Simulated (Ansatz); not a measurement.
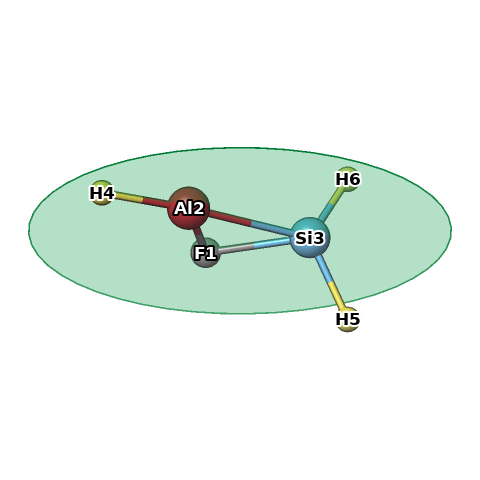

A disc through the centre of mass is drawn in. Distant atoms are faded towards the background colour. Charge +1, singlet. Computed geometry: PBE0-D4/def2-TZVP optimisation. No frequency run is at hand to confirm it as a minimum.

Question: Is the plane of the disc a mirror plane of the structure?

Answer: Yes. The reflection leaves F1, Al2, Si3, H4 in place and moves H5 ↔ H6. The point group is Cs.
